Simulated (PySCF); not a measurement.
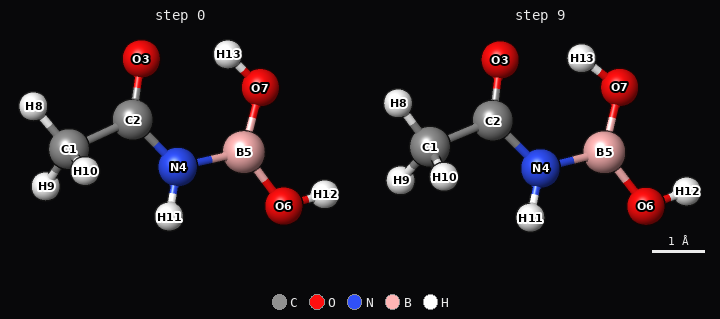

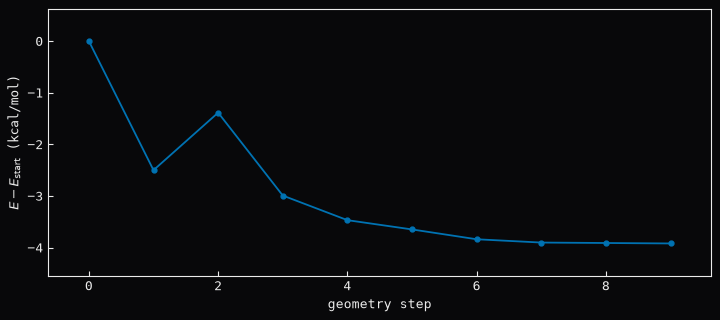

First and last geometry of a relaxation of C$_{2}$H$_{6}$BNO$_{3}$, with the history of the run. Style: ball-and-stick. Shown at a tilt.

The start comes from GFN2-xTB. Its atoms were then displaced at random by about 0.01 Å.

Computed with PBE0-D3(BJ)/def2-SVP geometry optimisation, gas phase in PySCF. 

**Read the history and describe the run.**

It converged. Over 9 geometry steps the energy falls by 3.92 kcal/mol. H9 moves most after the best rigid fit: 0.16 Å. By element the largest moves are H 0.16 Å, O 0.07 Å, N 0.06 Å, C 0.05 Å, B 0.01 Å. Among the contacts that change: C2–N4 1.328 → 1.365 Å, C1–C2 1.540 → 1.506 Å, O7–H13 0.953 → 0.983 Å, N4–B5 1.492 → 1.462 Å. Among the angles between lasting bonds that change: B5–O7–H13 114.0° → 107.7°, H9–C1–H10 111.7° → 107.8°, B5–N4–H11 115.1° → 118.9°.

```csv
step,"E − E(0), kcal/mol"
0,0.00
1,-2.50
2,-1.39
3,-2.99
4,-3.47
5,-3.65
6,-3.84
7,-3.90
8,-3.91
9,-3.92
```
